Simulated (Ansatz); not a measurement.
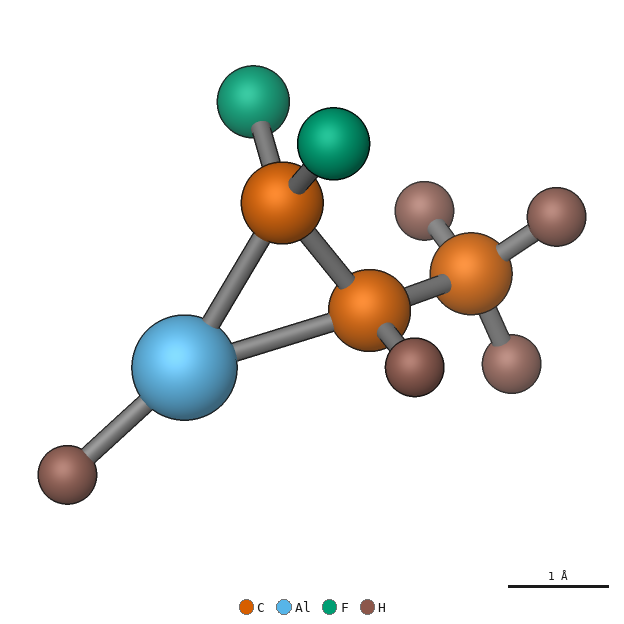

Rendered structure (ball-and-stick style). Every bond is drawn as one stick, whatever its order.

Computed geometry: PBE-D4/def2-SVP optimisation. No frequency run is at hand to confirm it as a minimum.

Q: Give the formula.

A: C3H5AlF2, 11 atoms: 3 carbon, 5 hydrogen, 1 aluminium and 2 fluorine.

Q: Count the bonded pairs by element.

A: 4 C–H, 2 C–C, 2 C–Al, 2 C–F, 1 Al–H.

Q: Give the symmetry (Schoenflies symbol).

A: C1.

Q: Write the SMILES.

A: C[C@@H]1[AlH][C]1(F)F

Q: Name functional groups in it.

A: Among them: C–F bond.
